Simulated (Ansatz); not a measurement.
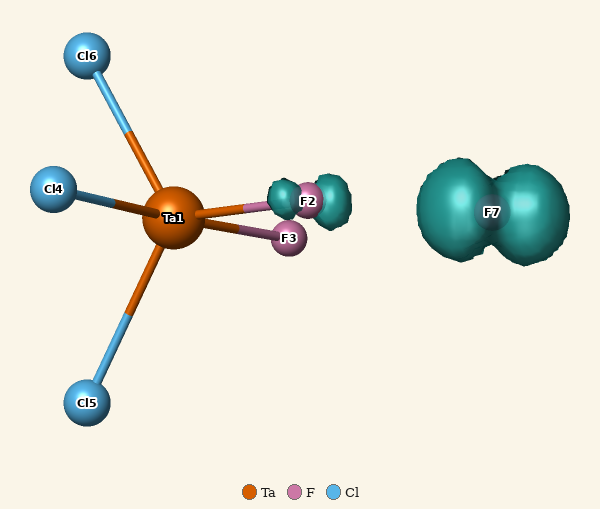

Figure. Cl₃F₂Ta···F (doublet). Isosurfaces of the spin density (α minus β) at +0.15 (teal) and −0.15 e/Å³ (pink), seen from one side.

Core potentials replace the inner electrons of Ta.

Theory: UKS PBE/def2-SVP (Ansatz 0.2.0).

```xyz
7

Ta    0.0516    0.0000   -0.1818
F     1.8777    0.0000   -0.6797
F     0.6474   -0.0001    1.6091
Cl   -0.3754    0.0002   -2.4908
Cl   -1.1361    1.9282    0.1619
Cl   -1.1361   -1.9282    0.1622
F     3.4010    0.0000    0.8791
```

Question: Which atoms carry the spin?

Answer: The unpaired spin (1 electron) lies mostly on F7 (about 0.9) and F2 (about 0.1), in electrons by Hirshfeld's partition. Only one sign reaches the isovalue.
